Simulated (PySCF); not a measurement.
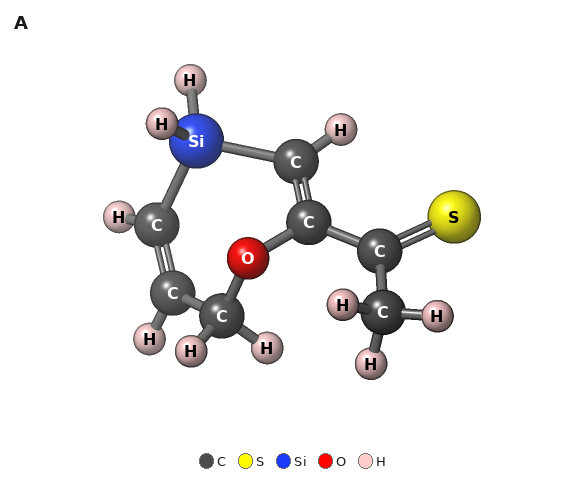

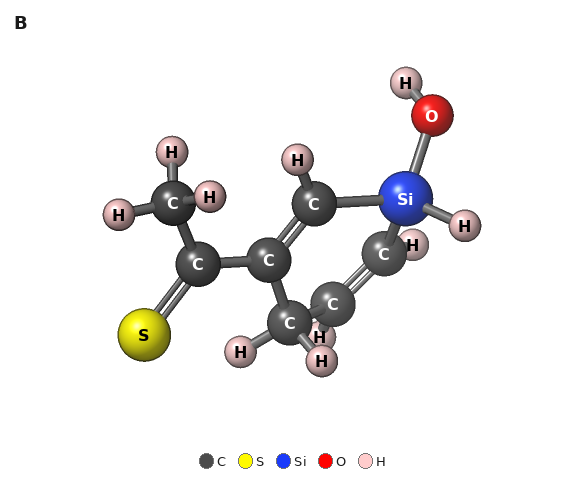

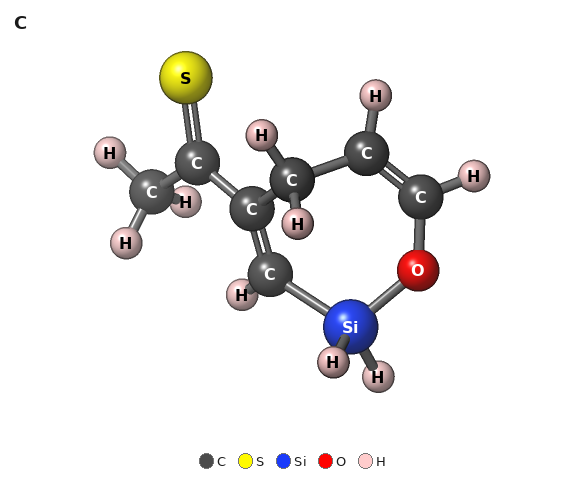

3 stationary structures of one formula. Geometries: GFN2-xTB. Electronic energies: PBE0/pcSseg-1 (PySCF 2.14.0), without zero-point energy. No frequency run is at hand to confirm each as a minimum. Each is one conformer, not always the lowest.

How are they related?

They are constitutional isomers of C7H10OSSi: A `CC(=S)C1=C[SiH2]C=CCO1`, B `CC(=S)C1=C[Si@H](O)C=CC1`, C `CC(=S)C1=C[SiH2]OC=CC1`.

Which is lowest in energy, and by how much?

B is lowest; C lies 0.718 eV above it, A lies 1.837 eV above it.

The geometry is semi-empirical. Around Si such bond lengths and angles can be off by a tenth of an ångström or more and by several degrees, and values that hang on the shape move with them.
